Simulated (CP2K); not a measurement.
**Two attempts at CH5FSn (SMILES [H][Sn]([H])([CH3])[F])**

Aim: the energy of CH5FSn at GFN1-xTB.

The results are computed with CP2K 2026.2.

2 further runs of the same task are left out: 2 set aside as unsound or not needed.

## (1) The system as given

CH5FSn: 8 atoms, total charge 0, spin state singlet. SMILES: `[H][Sn]([H])([CH3])[F]`. Geometry: a GFN2-xTB relaxation, a rough one for these elements and not checked as a minimum.

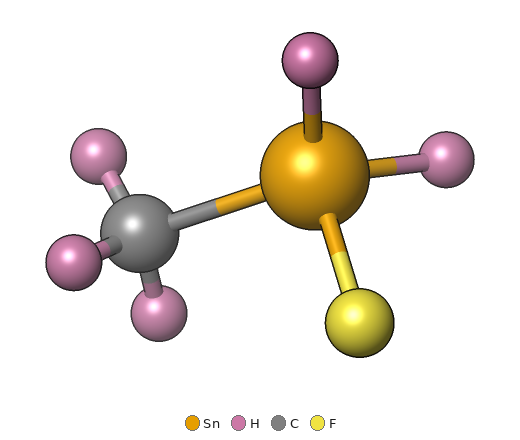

The structure, seen from a chosen angle (tin amber, hydrogen pink, carbon grey, fluorine yellow).

## (2) The input as first written

Contents of qs.inp:

```
&GLOBAL
 PROJECT qs
 RUN_TYPE ENERGY
 PRINT_LEVEL MEDIUM
&END GLOBAL
&FORCE_EVAL
 METHOD QUICKSTEP
 &DFT
  &QS
   METHOD XTB
   EPS_DEFAULT 1.0E-10
   &XTB
    GFN_TYPE 1
    CHECK_ATOMIC_CHARGES F
   &END XTB
  &END QS
  &POISSON
   PERIODIC NONE
   POISSON_SOLVER ANALYTIC
  &END POISSON
  &SCF
   SCF_GUESS ATOMIC
   EPS_SCF 1.0E-07
   MAX_SCF 100
   &DIAGONALIZATION
    ALGORITHM STANDARD
   &END DIAGONALIZATION
   &MIXING
    METHOD BROYDEN_MIXING
    ALPHA 0.4
    NBUFFER 8
   &END MIXING
  &PRINT
   &MOMENTS
    PERIODIC F
    REFERENCE COM
    MAX_MOMENT 1
   &END MOMENTS
   &MO ON
    ENERGIES T
    OCCUPATION_NUMBERS T
    NDIGITS 6
    &EACH
     QS_SCF 0
    &END EACH
    ADD_LAST NUMERIC
   &END MO
   &HIRSHFELD OFF
   &END HIRSHFELD
  &END PRINT
 &END DFT
 &SUBSYS
  &CELL
   ABC 11.7 12.1 11.6
   PERIODIC NONE
  &END CELL
  &COORD
   Sn     0.568220    -0.662850     0.405200
   H      0.524650    -0.941990     2.069850
   H      2.112840    -0.972680    -0.202640
   C     -0.551650     0.994570    -0.398050
   H     -0.164580     1.939170    -0.034760
   H     -1.589030     0.886280    -0.098570
   H     -0.487200     0.967310    -1.481330
   F     -0.413260    -2.209810    -0.259700
  &END COORD
  &TOPOLOGY
   &CENTER_COORDINATES
   &END CENTER_COORDINATES
  &END TOPOLOGY
 &END SUBSYS
&END FORCE_EVAL
```

Run with:

```bash
$ OMP_NUM_THREADS=1 cp2k.psmp qs.inp > qs.out
```

Log:

```text
Possible matches for unknown subsection

 MOMENTS

   subsection MOMENTS in section %__ROOT__%FORCE_EVAL%DFT%ENERGY_CORRECTION%PRINT score:  110
   subsection MOMENTS in section %__ROOT__%FORCE_EVAL%DFT%REAL_TIME_PROPAGATION%PRINT score:  110
   subsection MOMENTS in section %__ROOT__%FORCE_EVAL%DFT%PRINT score:  110
   subsection MOMENTS_FT in section %__ROOT__%FORCE_EVAL%DFT%REAL_TIME_PROPAGATION%PRINT score:  107
   enum SILENT in section %__ROOT__%GLOBAL%PRINT for keyword _SECTION_PARAMETERS_ score:  106

 *******************************************************************************
 *   ___                                                                       *
 *  /   \                                                                      *
 * [ABORT]                                                                     *
 *  \___/               unknown subsection MOMENTS of section PRINT            *
 *    |                                                                        *
 *  O/|                                                                        *
 * /| |                                                                        *
 * / \                                               input/input_parsing.F:192 *
 *******************************************************************************

 ===== Routine Calling Stack =====

            6 section_vals_parse
            5 section_vals_parse
            4 section_vals_parse
            3 section_vals_parse
            2 section_vals_parse
            1 read_input

Program received signal SIGABRT: Process abort signal.

Backtrace for this error:
#0  0x4b0b189af957 in ???
#1  0x4b0b39264cac in __pthread_kill_implementation
#2  0x4b0b3920bfb7 in raise
#3  0x4b0b391f5d37 in abort
#4  0x4b0b19082d83 in ???
#5  0x4b0b19084297 in ???
#6  0x4b0b191f3e77 in ???
#7  0x4b0b191f38f7 in ???
#8  0x4b0b191f38f7 in ???
#9  0x4b0b191f38f7 in ???
#10  0x4b0b191f38f7 in ???
#11  0x4b0b18ac9807 in ???
#12  0x4b0b19334e8b in ???
#13  0x4b0b19339d0b in ???
#14  0x4b0b18a50db3 in ???
#15  0x4b0b18a4ef13 in ???
#16  0x4b0b391f6573 in __libc_start_call_main
#17  0x4b0b391f6657 in __libc_start_main_impl
#18  0x4b0b18a4f06f in ???
#19  0xffffffffffffffff in ???
```

Wall time 0.3 s (1 thread of Arm Neoverse V1, shared host).

## (3) Reading the log

The input was rejected.

The log says `\___/               unknown subsection MOMENTS of section PRINT`. Cause: a section of the input isn't closed.

## (4) The mended input

Contents of calc.inp:

```
&GLOBAL
    PROJECT calc
    RUN_TYPE ENERGY
    PRINT_LEVEL MEDIUM
&END

&FORCE_EVAL
    METHOD Quickstep
    &DFT
        CHARGE 0
        MULTIPLICITY 1
        &QS
            METHOD XTB
            EPS_DEFAULT 1.0E-10
            &XTB
                GFN_TYPE 1
                CHECK_ATOMIC_CHARGES F
            &END
        &END
        ! cluster boundary conditions
        &POISSON
            PERIODIC NONE
            POISSON_SOLVER ANALYTIC
        &END
        &SCF
            SCF_GUESS ATOMIC
            EPS_SCF 1.0E-07
            MAX_SCF 100
            &DIAGONALIZATION
                ALGORITHM STANDARD
            &END
            &MIXING
                METHOD BROYDEN_MIXING
                ALPHA 0.4
                NBUFFER 8
            &END
        &END
        ! extra output
        &PRINT
            &MOMENTS
                PERIODIC F
                REFERENCE COM
                MAX_MOMENT 1
            &END
            &MO ON
                ENERGIES T
                OCCUPATION_NUMBERS T
                NDIGITS 6
                &EACH
                    QS_SCF 0
                &END
                ADD_LAST NUMERIC
            &END
            &HIRSHFELD OFF
            &END
        &END
    &END
    &SUBSYS
        ! box in angstrom
        &CELL
            ABC [angstrom] 11.7 12.1 11.6
            PERIODIC NONE
        &END
        &COORD
            Sn     0.568220    -0.662850     0.405200
            H      0.524650    -0.941990     2.069850
            H      2.112840    -0.972680    -0.202640
            C     -0.551650     0.994570    -0.398050
            H     -0.164580     1.939170    -0.034760
            H     -1.589030     0.886280    -0.098570
            H     -0.487200     0.967310    -1.481330
            F     -0.413260    -2.209810    -0.259700
        &END
        &TOPOLOGY
            &CENTER_COORDINATES
            &END
        &END
    &END
&END
```

Run with:

```bash
$ OMP_NUM_THREADS=1 cp2k.psmp -i calc.inp -o calc.out
```

Log:

```text
CP2K| version string:                                       CP2K version 2026.2
[...]
 GLOBAL| Method name                                                        CP2K
[...]
 GLOBAL| Run type                                                         ENERGY
[...]
                             - Atoms:                                          8
[...]
                             - Spherical basis functions:                     27
[...]
 Number of electrons:                                                         20
[...]
     1 NoMix/Diag. 0.40E+00    0.0     0.61001010       -12.3714745215 -1.24E+01
[...]
    32 Broy./Diag. 0.40E+00    0.0     0.00000008       -12.4365951333 -1.21E-06
  *** SCF run converged in    32 steps ***
[...]
 TB_DIPOLE| Moment [Debye]          1.63536348       2.89129961       1.10772445
 TB_DIPOLE| Derivative [a.u.]       0.00000000       0.00000000       0.00000000
[...]
 ENERGY| Total FORCE_EVAL ( QS ) energy [hartree]            -12.436595133349012
[...]
```

It took 0.34 s on 1 thread of Arm Neoverse V1, shared host.

## (5) Results

At GFN1-xTB:

| quantity | value |
| --- | --- |
| total energy | -12.43660 Eh |
| dipole moment (from atomic charges alone) | 3.50 D |
| HOMO energy | -12.45 eV |
| dispersion energy | -4.69 kJ/mol |

In words: The dipole comes from point charges on the atoms alone, without atomic dipoles, so it is partial.
